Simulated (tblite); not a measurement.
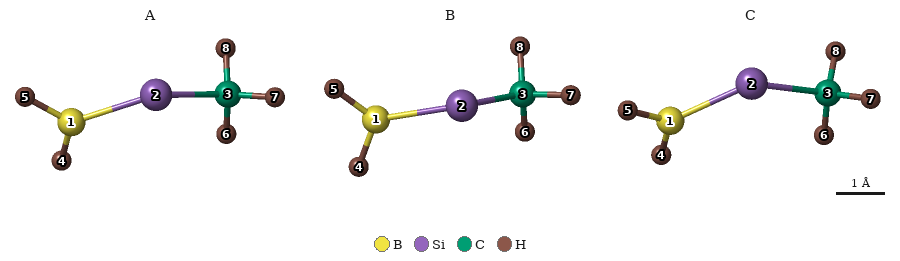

3 geometries from one relaxation of CH5BSi (multiplicity 3), in shuffled order. A ball-and-stick model, seen from a free direction.

These are results of GFN2-xTB geometry optimisation, gas phase in tblite, not measurements. 

Question: Order the frames from highest to lowest energy.

Answer: B, A, C. They are steps 0, 11, 44, at +55.5 kJ/mol, +11.7 kJ/mol relative to the last. The energy falls by 55.5 kJ/mol in 44 geometry steps. The atom that moves furthest after the best rigid fit is H5 (0.61 Å). By element the largest moves are H 0.61 Å, Si 0.58 Å, B 0.18 Å, C 0.12 Å. Some distances before and after: Si2–C3 1.833 → 1.920 Å, B1–Si2 1.933 → 1.886 Å, C3–H7 1.122 → 1.088 Å, C3–H8 1.114 → 1.089 Å. Bond angles that change, for instance: B1–Si2–C3 114.5° → 128.6°, Si2–C3–H6 115.7° → 110.3°, Si2–C3–H7 107.3° → 112.5°. Groups turn about B1–Si2 by about 60°, Si2–C3 by about 30°.
